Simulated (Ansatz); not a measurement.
The parent structure is SiO2 in the rutile structure (space group P4_2/mnm, No. 136; a = 4.195 Å, c = 2.678 Å). Axes: x, y, z lie along a, b, c of the conventional cell.

Structures relaxed with PBEsol (Ansatz, an electronic-structure program; PAW; 420 eV plane waves; without spin-orbit coupling).

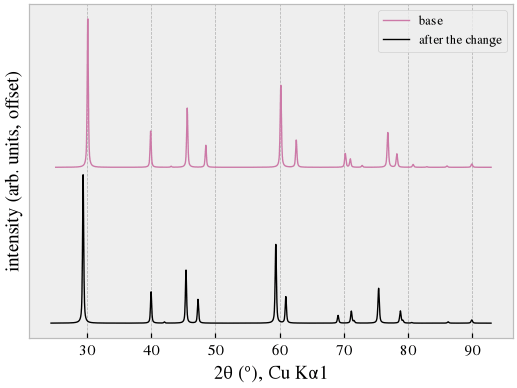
Simulated powder patterns before (top) and after one change

Q: Which change produced these results?
(A) biaxial strain +1.20 %, plane normal [001], relaxed out of plane
(B) biaxial strain +0.60 %, plane normal [001], relaxed out of plane
(C) biaxial strain +2.40 %, plane normal [001], relaxed out of plane

A: C, biaxial strain +2.40 %, plane normal [001], relaxed out of plane. Its volume per atom is 8.14 Å³ against 7.85 Å³, and its space group is P4_2/mnm (No. 136).

Whether these cells are dynamically stable was not tested.
